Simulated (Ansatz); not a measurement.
**AlFH4NP: density, localisation and related maps**

The calculation's input:

```
crystal:
  periodic: [false, false, false]
  atoms:
    - { symbol: "N", position_ang: [-0.4101, 1.4812, 0.1517] }
    - { symbol: Al, position_ang: [0.5941, -0.0278, 0.4967] }
    - { symbol: F, position_ang: [0.03196, -1.59607, -0.10022] }
    - { symbol: P, position_ang: [2.52442, 0.05983, 1.74032] }
    - { symbol: H, position_ang: [0.0637, 2.336, 0.5127] }
    - { symbol: H, position_ang: [-0.479, 1.6599, -0.899] }
    - { symbol: H, position_ang: [1.95287, 0.91992, 2.76221] }
    - { symbol: H, position_ang: [3.03744, 1.21567, 0.96019] }
basis:
  gaussian: { orbitals: def2-SVP }
hamiltonian:
  xc: b3lyp
  dispersion: d4
relax:
  f_tol: 0.015
  max_steps: 40
output:
  orbitals: {}
```

Run with:

```sh
ansatz run input.yaml --threads 1 --pin off --max-ram 2048MiB --backend cpu --events-out ev --progress --plain --runs-dir out
```

The fields are those of the run's last geometry, not of the input's.

Method: RKS B3LYP-D4/def2-SVP (Ansatz).

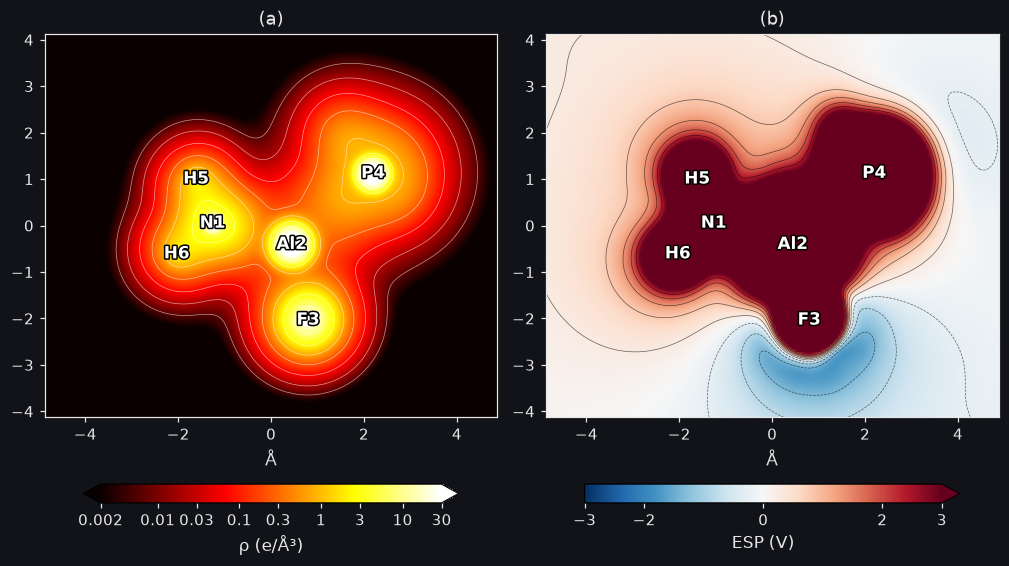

Figure 1. (a) electron density; (b) molecular electrostatic potential on the plane of atoms H5, N1 and H6.

### What do the fields say about this system?

- Atoms in the plane: N, Al, F, P and H.
- Al–F (1.67 Å): the density is about 0.79 e/Å³ at the midpoint.
- Al–N (1.77 Å): ρ is about 0.84 e/Å³ halfway.
- Al–P (2.33 Å): ρ at the midpoint is about 0.59 e/Å³.
- N–H (1.02 Å): the density is about 2.7 e/Å³ at the midpoint.
- Outside the dense part of the molecule the potential is most negative (−1.8 V) near F3.

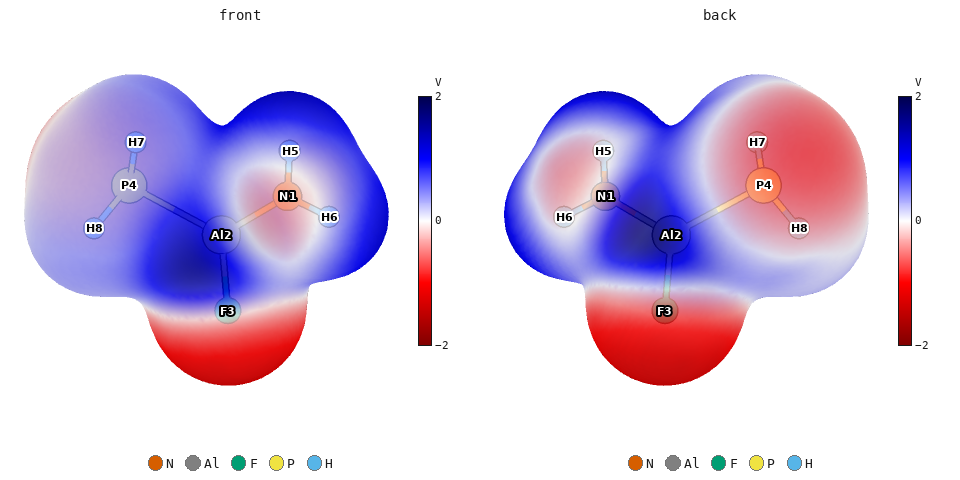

Figure 2. The electrostatic potential painted on the density surface at 0.001 e/bohr³, seen from the front and from behind; red is negative and blue positive.

### Where is the surface potential most negative and most positive?

The most negative region (about −1.4 V, or −32 kcal/mol for a unit charge) lies over F3, the most positive (about +1.6 V, or +37 kcal/mol for a unit charge) over Al2.

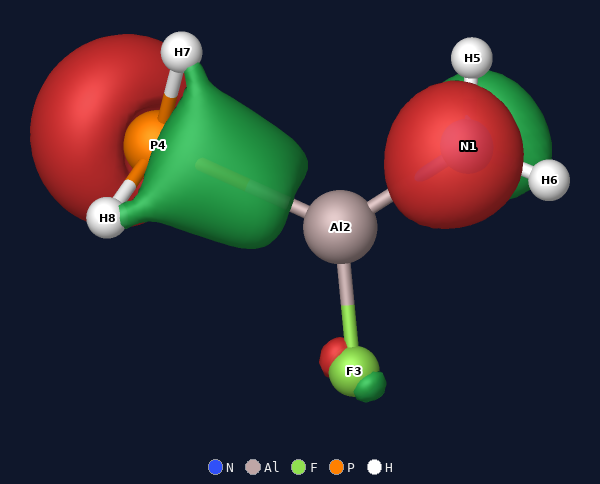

Figure 3. The HOMO at ±0.15 Å⁻³ᐟ² (green and red are the two phases), seen across its widest extent.

### Describe this orbital and give its energy.

By Hirshfeld shares it lies mainly on P4 (about 45 %), N1 (about 30 %) and Al2 (about 10 %); largely a combination of lone pairs on P4 and N1. Its energy is −7.10 eV.

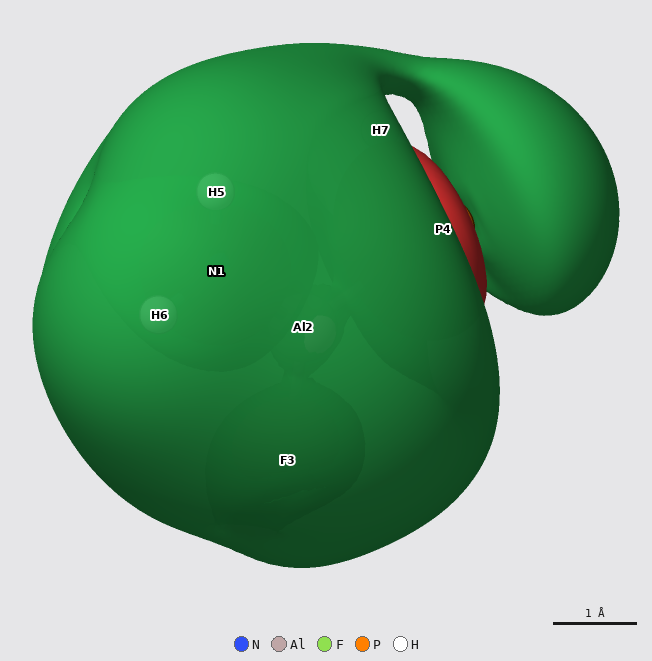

Figure 4. One frontier orbital at ±0.04 Å⁻³ᐟ² (green and red are the two phases), seen at an oblique angle.

### Which orbital is it: HOMO or LUMO?

The LUMO, at −0.36 eV. By Hirshfeld shares it lies mainly on Al2 (about 50 %), P4 (about 20 %), N1 (about 10 %) and F3 (about 5 %).
